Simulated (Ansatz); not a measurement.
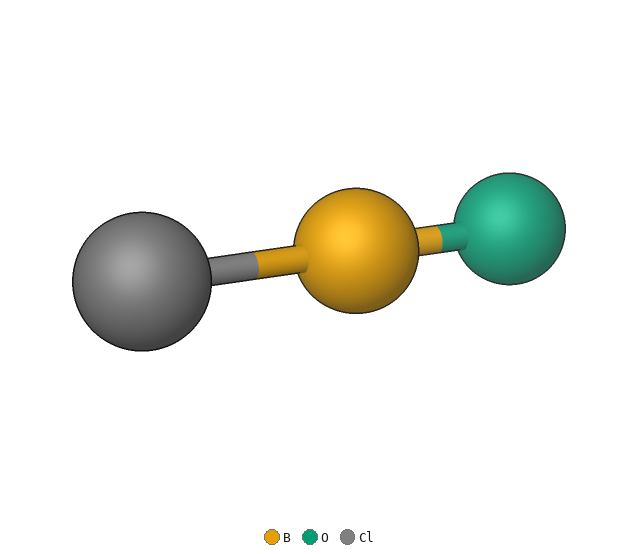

Ball-and-stick drawing of a structure.

The geometry was computed by an optimisation with PBE0-D4/def2-TZVP.

Question: Count the atoms of each element.

Answer: BClO, 3 atoms: 1 boron, 1 chlorine and 1 oxygen.

Question: How many bonds of each kind are drawn?

Answer: 1 B–O, 1 B–Cl. Sticks follow a distance rule.

Question: Which point group does it belong to?

Answer: C∞v.

More results for the same structure follow; atom numbers are the same in all pictures, views and colours differ.

### Geometry

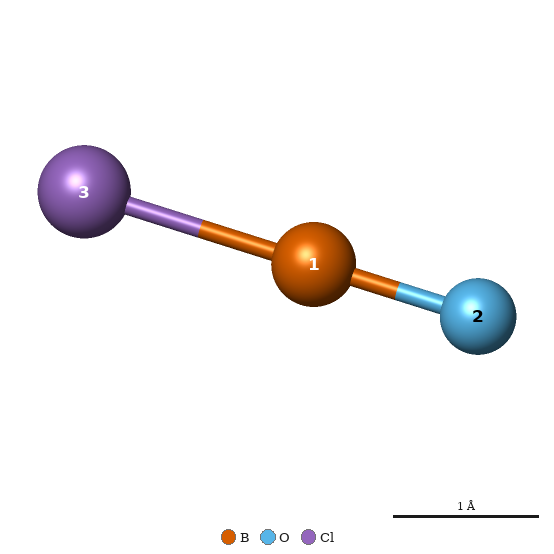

The atoms are numbered.

Question: How are the neighbours of atom 1 arranged?

Answer: B1 has 2 neighbours (O2 at 1.20, Cl3 at 1.68 Å); the arrangement is linear.

### Dipole moment

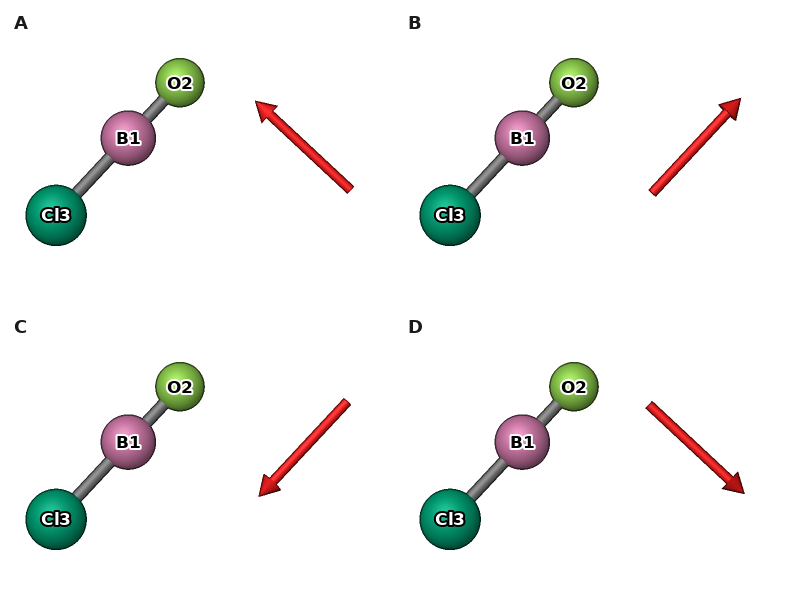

The same molecule four times, each with an arrow. Level of theory: RKS PBE0-D4/def2-TZVP (Ansatz 0.2.0).

Question: Which arrow points along the dipole moment, from the negative to the positive end?

Answer: C. The dipole moment is 2.78 D; it points from the side of O2 to the side of Cl3 (the outermost atoms at the two ends).

### Electronic properties

Level of theory: RKS PBE0-D4/def2-TZVPP (Ansatz 0.2.0).

Question: What is the HOMO energy (Kohn–Sham orbital)?

Answer: −9.95 eV.

Question: Estimate the LUMO energy (Kohn–Sham orbital).

Answer: −0.11 eV.

### Vibrations

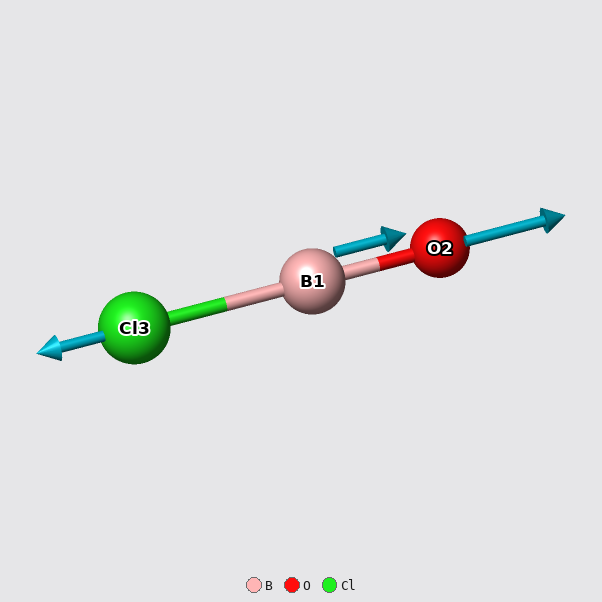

The arrows show one normal mode. Harmonic vibrations computed with RKS PBE0-D4/def2-TZVP (Ansatz 0.2.0) at a stationary point of the same level.

Question: Describe the motion.

Answer: Mostly B–Cl stretching.

Question: At what wavenumber does it lie?

Answer: 699 cm⁻¹; it is mode 3 of 4 counted from the lowest.
